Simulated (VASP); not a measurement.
Band structure of AlGaN2 (space group P3m1). These are r2SCAN meta-GGA, VASP's PBE PAW potentials (set 64) (plane waves; VASP) values and carry that method's errors.

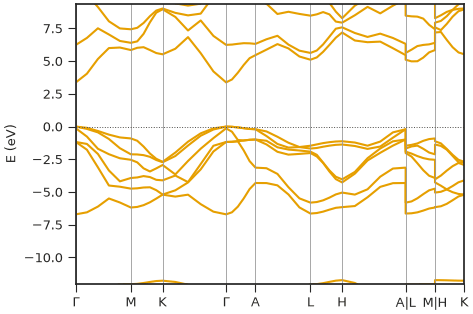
Figure: Bands along high-symmetry lines, zero at the valence-band maximum or, without a gap, the Fermi level

Problem. Read the plot: is there a gap, and where are the band edges?

Solution. The gap is direct, 3.38 eV, from the valence maximum at Γ to the conduction minimum at Γ.

The structure comes from a computed database's AlGaN2 entry (P3m1); how it stands against other phases isn't given here. It was relaxed first.
